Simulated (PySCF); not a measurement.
**C5H14OSSi (SMILES COC[SiH2]SC(C)C): density, localisation and related maps**

```csv
atom,x (Å),y (Å),z (Å)
C,4.4076,0.2591,-0.0039
O,3.0559,0.5641,-0.2293
C,2.1655,-0.2923,0.4548
Si,0.4447,0.3374,-0.0271
S,-0.9509,-0.8484,1.0818
C,-2.6003,-0.4415,0.3569
C,-2.7639,-1.0976,-1.0025
C,-2.8446,1.0551,0.3102
H,4.9924,0.9783,-0.5744
H,4.6462,-0.7575,-0.3413
H,4.6607,0.3430,1.0605
H,2.3427,-0.2442,1.5378
H,2.3291,-1.3352,0.1511
H,0.3124,1.7446,0.3443
H,0.2378,0.1580,-1.4631
H,-3.2868,-0.9030,1.0713
H,-2.5588,-2.1628,-0.9347
H,-2.0830,-0.6564,-1.7264
H,-3.7836,-0.9603,-1.3583
H,-3.8894,1.2475,0.0720
H,-2.6199,1.5110,1.2710
H,-2.2241,1.5206,-0.4525
```

Geometry: GFN2-xTB.

Level of theory: PBE0/pcSseg-1, SCF density, gas phase, non-relativistic in PySCF.

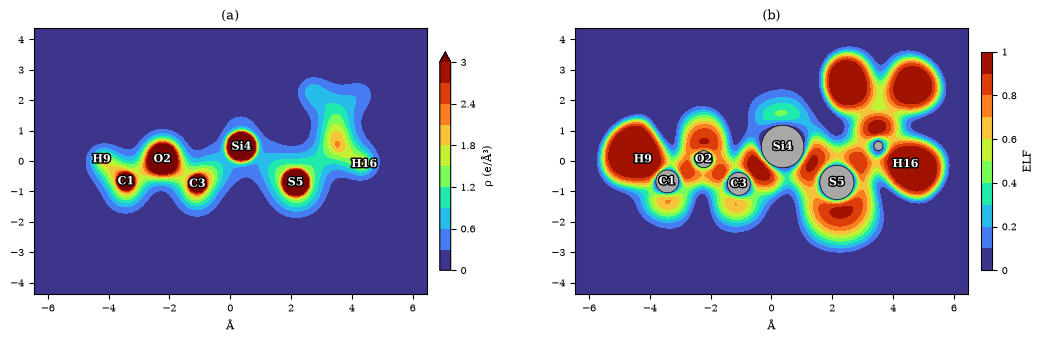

Figure 1. (a) electron density; (b) electron localisation function on the plane of atoms C3, Si4 and S5. Grey discs cover the atomic cores in the ELF map.

### Read the bonding off the picture.

- The plane passes through C, O, Si, S and H nuclei.
- C–O (1.40 Å): ρ is about 2.1 e/Å³ halfway, with its minimum of 1.8 e/Å³ about 0.5 Å from C; the ELF peaks at about 0.90 between the atoms, as expected for a polar covalent bond.
- C–Si (1.89 Å): the density is about 0.95 e/Å³ at the midpoint; the ELF peaks at about 1 between the atoms (localised, covalent bonding).
- Si–S (2.14 Å): the density is about 0.84 e/Å³ at the midpoint; the ELF peaks at about 0.95 between the atoms; a covalent bond.
- C–H (1.09 Å): the density is about 2 e/Å³ at the midpoint; the ELF climbs to about 1 towards the hydrogen, as it does in any bond to H; a covalent bond by its length.
- The ELF also peaks beside S5 and O2, away from the bonds: lone-pair regions.

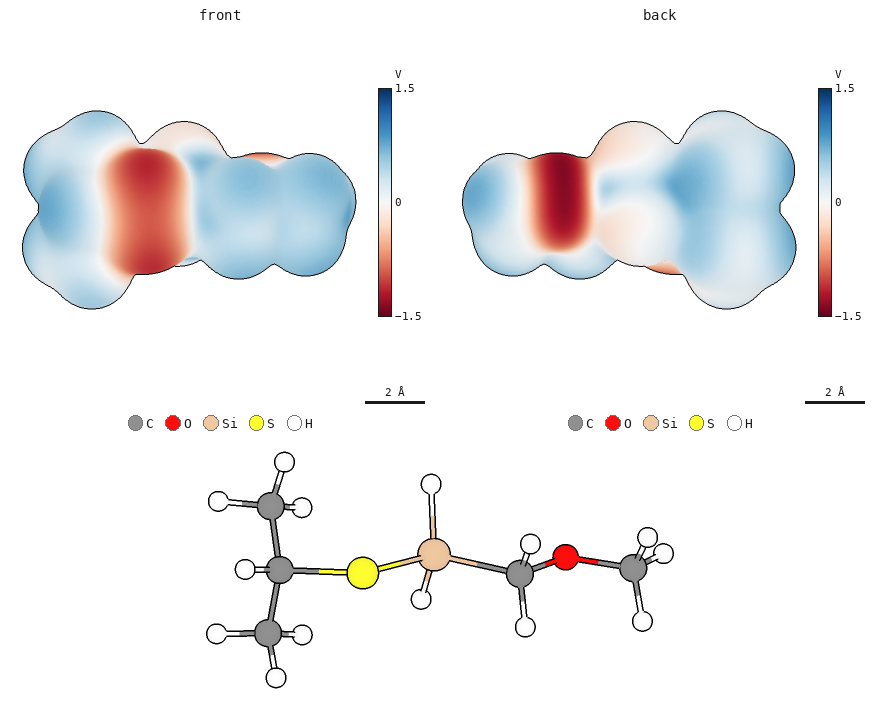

Figure 2. The molecular electrostatic potential painted on the density surface at 0.002 e/bohr³, seen from the front and from behind; the colour scale runs from red (negative) to blue (positive). The bare structure is drawn below in the same view.

### Describe the electrostatic potential map.

The most negative region (about −1.4 V, or −32 kcal/mol for a unit charge) lies over O2, the most positive (about +0.8 V, or +18 kcal/mol for a unit charge) over the C, H and Si atoms. O2 is the likeliest acceptor of a hydrogen bond.

### How polar is the molecule by this calculation?

Its dipole moment is 0.42 D.
